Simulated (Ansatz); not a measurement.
# C2H7AlFN (SMILES [CH3][Al]([F])[CH2]N): what the fields show

Input

```
crystal:
  periodic: [false, false, false]
  atoms:
    - {symbol: C, position_ang: [-2.133207, 0.747997, 0.464008]}
    - {symbol: Al, position_ang: [-0.206058, 0.552514, 0.293382]}
    - {symbol: F, position_ang: [0.730699, 1.793448, 0.878341]}
    - {symbol: C, position_ang: [0.806104, -0.946692, -0.492880]}
    - {symbol: N, position_ang: [2.276652, -0.855837, -0.517673]}
    - {symbol: H, position_ang: [-2.681014, -0.105538, 0.057138]}
    - {symbol: H, position_ang: [-2.421005, 0.862671, 1.513914]}
    - {symbol: H, position_ang: [-2.479843, 1.647856, -0.054067]}
    - {symbol: H, position_ang: [0.457166, -1.121065, -1.519206]}
    - {symbol: H, position_ang: [0.529792, -1.877881, 0.019342]}
    - {symbol: H, position_ang: [2.564986, -0.030725, -1.029438]}
    - {symbol: H, position_ang: [2.632727, -0.721948, 0.421040]}
basis:
  gaussian: {orbitals: def2-TZVPP}
hamiltonian: {xc: pbe0, dispersion: d4}
output: {orbitals: {seedname: orbitals}}
```

Launched as:

```sh
ansatz run in.yaml --threads 4 --pin off --events-out ev --progress --plain --max-ram 10444MiB
```

Geometry: PBE0-D4/def2-TZVP.

All numbers below come from RKS PBE0-D4/def2-TZVPP in Ansatz 0.2.0.

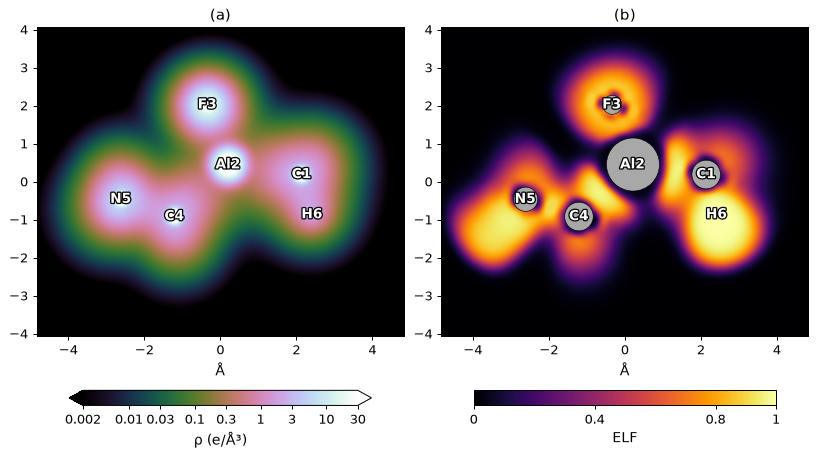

Figure 1. (a) electron density; (b) ELF on the plane of atoms Al2, C4 and N5. Grey discs cover the atomic cores in the ELF map.

Describe what can be read from this map.

Answer. Atoms in the plane: C, Al, F, N and H. C–N (1.47 Å): ρ at the midpoint is about 1.8 e/Å³; the ELF peaks at about 0.90 between the atoms, as expected for localised, covalent bonding. Al–F (1.66 Å): the density is about 0.88 e/Å³ at the midpoint; the ELF peaks at about 0.85 in the valence shell of F, 0.5 Å from its nucleus, and is about 0.35 at the midpoint. C–Al (1.94 Å): ρ is about 0.73 e/Å³ halfway; the ELF peaks at about 0.95 in the valence shell of C, 0.7 Å from its nucleus, and is about 0.85 at the midpoint. C–H (1.09 Å): ρ at the midpoint is about 1.9 e/Å³; the ELF climbs to about 1 towards the hydrogen, as it does in any bond to H (an ordinary covalent bond to hydrogen). The ELF also peaks beside N5 and F3, away from the bonds: lone-pair regions.

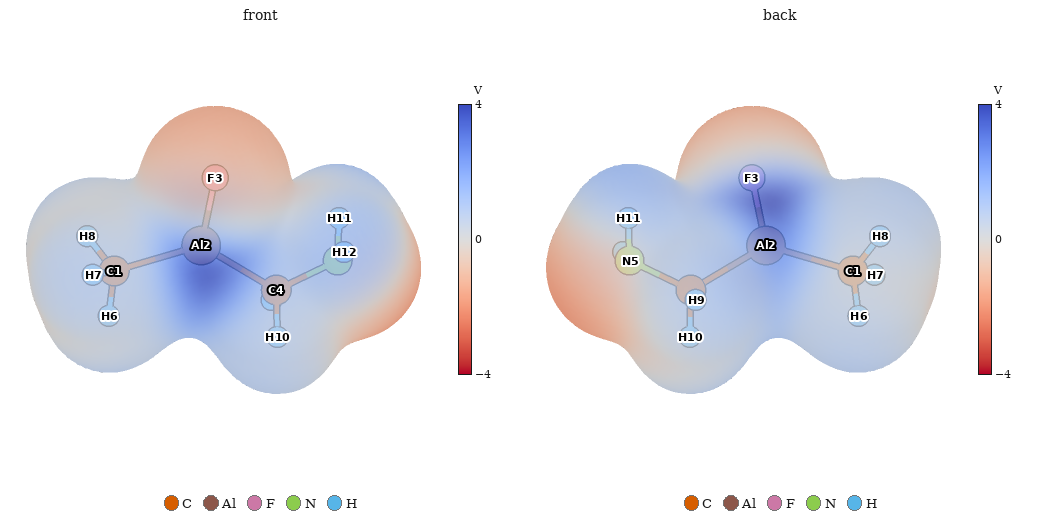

Figure 2. The electrostatic potential painted on the density surface at 0.002 e/bohr³, seen from the front and from behind; red is negative and blue positive.

Where is the surface potential most negative and most positive?

Answer. The most negative region (about −1.9 V) lies over N5, the most positive (about +3.5 V) over Al2. N5 is the likeliest acceptor of a hydrogen bond.

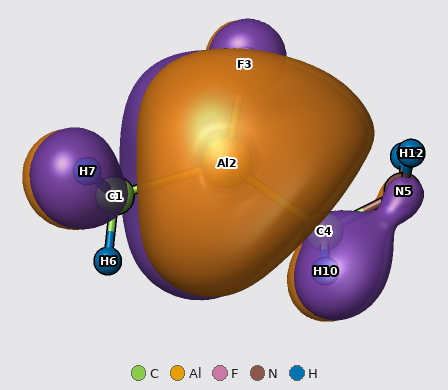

Figure 3. The LUMO at ±0.05 Å⁻³ᐟ² (orange and purple are the two phases), seen across its widest extent.

What is the character of this orbital?

Answer. By Hirshfeld shares it lies mainly on Al2 (about 70 %), C4 (about 5 %) and C1 (about 5 %). Its energy is −0.45 eV.
